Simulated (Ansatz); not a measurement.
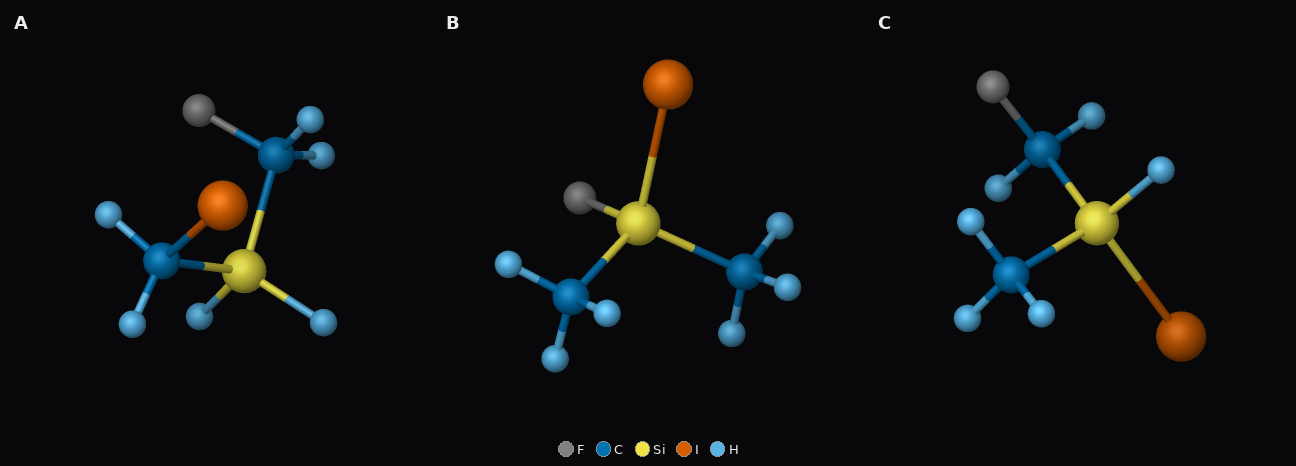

3 stationary structures of one formula. Geometries: PBE-D4/def2-SVP. Electronic energies: PBE-D4/def2-SVP (Ansatz 0.2.0), without zero-point energy. No frequency run is at hand to confirm each as a minimum. Each is one conformer, not always the lowest.

Question: Which structure is the most stable?

Answer: B is lowest; C lies 229.4 kJ/mol above it, A lies 371.2 kJ/mol above it. A is `FC[SiH2]CI`, B is `C[Si](C)(F)I`, C is `C[Si@@H](I)CF`.
